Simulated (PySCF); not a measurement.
**C2H4FNSi (SMILES N#CC[SiH2]F) at HF/ANO-RCC-MB (sfX2C)**

Aim: the vertical ionisation energy of C2H4FNSi at HF/ANO-RCC-MB (sfX2C), from 2 runs. The job is set up through a Python script.

The results are computed with PySCF 2.14.0.

### 1 The structure to begin with

C2H4FNSi: 9 atoms, total charge 0, spin state singlet. SMILES: `N#CC[SiH2]F`. The shape is that of a GFN2-xTB optimisation. This is one conformer, not always the lowest.

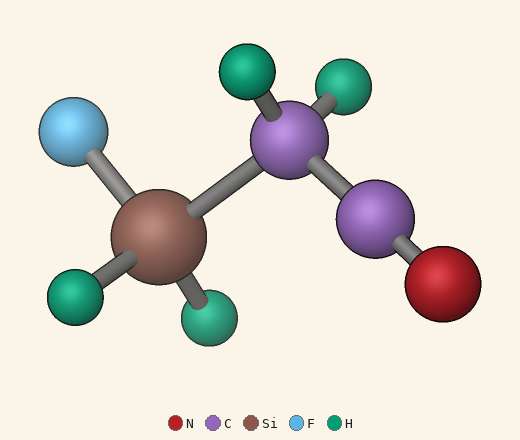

Viewed from a chosen angle; nitrogen red, carbon purple, silicon brown, fluorine blue, hydrogen teal.

### 2 The energy at HF/ANO-RCC-MB (sfX2C)

File calc.py:

```python
from pyscf import gto

mol = gto.M(
    atom='''
N    1.503500  -2.128930   0.860970
C    1.195660  -1.119080   0.420570
C    0.783360   0.136220  -0.123400
Si  -1.117240   0.345610  -0.072670
F   -1.366070   1.801200  -0.716030
H    1.141490   0.201070  -1.154080
H    1.263530   0.935560   0.446630
H   -1.788620  -0.596270  -0.950550
H   -1.615620   0.424600   1.288560
''',
    charge=0,
    verbose=4,
    max_memory=1860,
    spin=0,
    basis='ano-rcc-mb',
)

hf = mol.RHF()
hf = hf.x2c()
hf.conv_tol = 1e-10
hf.kernel()
if not hf.converged:
    hf = hf.newton().run(hf.mo_coeff, hf.mo_occ)

e_final = hf.e_tot
print('E = %.10f Eh' % e_final)
```

Run with:

```bash
$ OMP_NUM_THREADS=1 python calc.py
```

Log:

```text
PySCF version 2.14.0

[INPUT] num. atoms = 9
[INPUT] num. electrons = 46
[INPUT] charge = 0
[INPUT] spin (= nelec alpha-beta = 2S) = 0
[INPUT] symmetry False subgroup None
[INPUT] Mole.unit = angstrom
[INPUT] Symbol           X                Y                Z      unit          X                Y                Z       unit  Magmom
[INPUT]  1 N      1.503500000000  -2.128930000000   0.860970000000 AA    2.841203228284  -4.023094638370   1.626997501467 Bohr   0.0
[INPUT]  2 C      1.195660000000  -1.119080000000   0.420570000000 AA    2.259469938097  -2.114754711478   0.794762116208 Bohr   0.0
[INPUT]  3 C      0.783360000000   0.136220000000  -0.123400000000 AA    1.480335856939   0.257418492688  -0.233192203771 Bohr   0.0
[INPUT]  4 Si    -1.117240000000   0.345610000000  -0.072670000000 AA   -2.111277615409   0.653108245911  -0.137326397472 Bohr   0.0
[INPUT]  5 F     -1.366070000000   1.801200000000  -0.716030000000 AA   -2.581498166985   3.403774695567  -1.353100596972 Bohr   0.0
[INPUT]  6 H      1.141490000000   0.201070000000  -1.154080000000 AA    2.157103473930   0.379967231866  -2.180895125838 Bohr   0.0
[INPUT]  7 H      1.263530000000   0.935560000000   0.446630000000 AA    2.387725650172   1.767952173098   0.844008379014 Bohr   0.0
[INPUT]  8 H     -1.788620000000  -0.596270000000  -0.950550000000 AA   -3.380001940920  -1.126786996294  -1.796279167705 Bohr   0.0
[INPUT]  9 H     -1.615620000000   0.424600000000   1.288560000000 AA   -3.053079321370   0.802377712490   2.435025495070 Bohr   0.0

nuclear repulsion = 201.409394632001
number of shells = 14
number of NR pGTOs = 249
number of NR cGTOs = 33
basis = ano-rcc-mb
ecp = {}

******** <class 'pyscf.x2c.sfx2c1e.sfX2C1eRHF'> ********
method = sfX2C1eRHF
initial guess = minao
damping factor = 0
level_shift factor = 0
DIIS = <class 'pyscf.scf.diis.CDIIS'>
diis_start_cycle = 1
diis_space = 8
diis_damp = 0
SCF conv_tol = 1e-10
SCF conv_tol_grad = None
SCF max_cycles = 50
direct_scf = True
direct_scf_tol = 1e-13

******** <class 'pyscf.x2c.sfx2c1e.SpinFreeX2CHelper'> ********
approx = 1e
xuncontract = 1
Set gradient conv threshold to 1e-05
Initial guess from minao.
init E= -522.294577494783
  HOMO = -0.31143100209296  LUMO = 0.133633274950027  gap/eV = 12.11082
cycle= 1 E= -521.253173940519  delta_E= 1.04  |g|= 0.604  |ddm|= 3.98
  HOMO = -0.440016321547089  LUMO = 0.142639218435958  gap/eV = 15.85486
cycle= 2 E= -521.315618486533  delta_E= -0.0624  |g|= 0.516  |ddm|= 1.31
  HOMO = -0.481869258646099  LUMO = 0.189199176448693  gap/eV = 18.26070
cycle= 3 E= -521.384179469807  delta_E= -0.0686  |g|= 0.0474  |ddm|= 0.588
  HOMO = -0.487295512665568  LUMO = 0.191806674942632  gap/eV = 18.47931
cycle= 4 E= -521.385584639306  delta_E= -0.00141  |g|= 0.0161  |ddm|= 0.126
  HOMO = -0.488574668424048  LUMO = 0.192883037592649  gap/eV = 18.54341
cycle= 5 E= -521.385713253586  delta_E= -0.000129  |g|= 0.00362  |ddm|= 0.0439
  HOMO = -0.487844832732295  LUMO = 0.193117918896553  gap/eV = 18.52994
cycle= 6 E= -521.385719578065  delta_E= -6.32e-06  |g|= 0.000898  |ddm|= 0.01
  HOMO = -0.487954524788575  LUMO = 0.193105379821635  gap/eV = 18.53258
cycle= 7 E= -521.385719891271  delta_E= -3.13e-07  |g|= 9.24e-05  |ddm|= 0.00227
  HOMO = -0.487976736518709  LUMO = 0.193119323318607  gap/eV = 18.53357
cycle= 8 E= -521.385719897735  delta_E= -6.46e-09  |g|= 3.79e-05  |ddm|= 0.000213
  HOMO = -0.487973836619569  LUMO = 0.193114610524658  gap/eV = 18.53336
cycle= 9 E= -521.385719899873  delta_E= -2.14e-09  |g|= 1.74e-05  |ddm|= 0.000135
  HOMO = -0.487976550819693  LUMO = 0.193114356711666  gap/eV = 18.53343
cycle= 10 E= -521.385719900444  delta_E= -5.71e-10  |g|= 2.79e-06  |ddm|= 0.0001
  HOMO = -0.487976957238017  LUMO = 0.193114440580795  gap/eV = 18.53344
cycle= 11 E= -521.385719900453  delta_E= -9.55e-12  |g|= 1.07e-06  |ddm|= 1.09e-05
  HOMO = -0.487976979955111  LUMO = 0.193114428870814  gap/eV = 18.53344
Extra cycle  E= -521.385719900454  delta_E= -1.14e-12  |g|= 5.9e-07  |ddm|= 2.48e-06
converged SCF energy = -521.385719900454
E = -521.3857199005 Eh
```

Wall time 4.2 s (1 thread of Intel Xeon Platinum 8488C (Sapphire Rapids), shared host); peak memory 0.15 GiB.

### 3 The doublet cation

File calc.py:

```python
from pyscf import gto, scf

mol = gto.M(
    atom='''
N      1.503500    -2.128930     0.860970
C      1.195660    -1.119080     0.420570
C      0.783360     0.136220    -0.123400
Si    -1.117240     0.345610    -0.072670
F     -1.366070     1.801200    -0.716030
H      1.141490     0.201070    -1.154080
H      1.263530     0.935560     0.446630
H     -1.788620    -0.596270    -0.950550
H     -1.615620     0.424600     1.288560
''',
    spin=1,
    charge=1,
    max_memory=1860,
    basis='ano-rcc-mb',
    verbose=4,
)

mf = scf.UHF(mol)
mf = mf.sfx2c1e()
mf.conv_tol = 1e-10
mf.kernel()
if not mf.converged:
    mf = mf.newton().run(mf.mo_coeff, mf.mo_occ)

etot = mf.e_tot
print(f'total energy: {etot:.8f} hartree')
```

Run with:

```bash
$ OMP_NUM_THREADS=1 python calc.py
```

Log:

```text
PySCF version 2.14.0

[... 129 lines left out ...]
converged SCF energy = -520.925247981552  <S^2> = 0.84293497  2S+1 = 2.0908706
total energy: -520.92524798 hartree
```

Wall time 4.2 s (1 thread of Intel Xeon Platinum 8488C (Sapphire Rapids), shared host); peak memory 0.14 GiB.

### 4 Results

Level: HF/ANO-RCC-MB (sfX2C).

| quantity | value |
| --- | --- |
| singlet C2H4FNSi: total energy | -521.38572 Eh |
| singlet C2H4FNSi: dipole moment | 1.24 D |
| singlet C2H4FNSi: HOMO energy | -13.28 eV |
| singlet C2H4FNSi: LUMO energy | 5.25 eV |
| singlet C2H4FNSi: HOMO–LUMO gap | 18.53 eV |
| doublet cation: total energy | -520.92525 Eh |
| doublet cation: HOMO energy (highest over α and β) | -20.08 eV |
| doublet cation: LUMO energy (lowest over α and β) | -11.89 eV |
| doublet cation: ⟨S²⟩ | 0.843 |
| vertical ionisation energy (to the doublet cation) | 12.530 eV |

**Reading.** Removing an electron at fixed nuclei costs 12.53 eV (1209 kJ/mol). −ε(HOMO) before ionisation, 13.28 eV, is 0.75 eV above this ionisation energy. In a minimal basis such a difference can be off by several eV, whatever the method.
